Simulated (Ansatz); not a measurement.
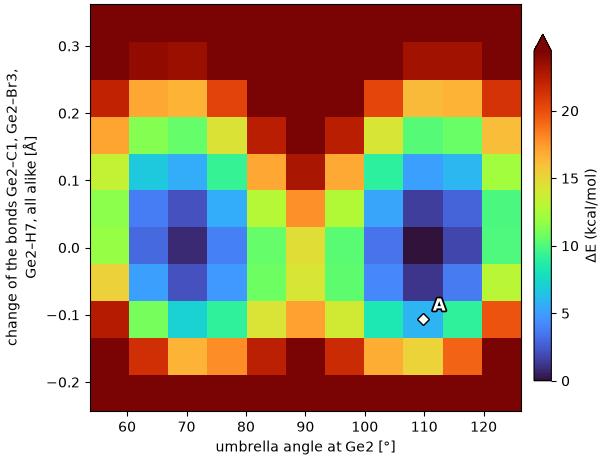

CH₄BrGe, SMILES [CH3][GeH][Br], spin multiplicity 2. The first coordinate is: umbrella angle at Ge2 (between each of its bonds and their common axis; 90 is planar); the second: change of the bonds Ge2–C1, Ge2–Br3, Ge2–H7, all alike. Nothing is relaxed (all other coordinates rigid). The grid has 11 × 11 points. Points are written as (first, second). Energies are in kcal/mol, from the lowest grid point. Energies and slopes of some neighbouring points disagree (a jump in structure or state, or too coarse a mesh). The calculation used Ansatz, UKS PBE-D4/def2-SVP.

Drawn: one coloured cell a grid point, one colour for all values above the top of the scale, the point A.

> Is A at rest? If not, where is it pushed?

A, at (109.8°, −0.106 Å), is not a stationary point. The computed force is 0.018 kcal/mol for each degree towards smaller values of the first coordinate and 123 kcal/mol for each Å towards larger values of the second coordinate.
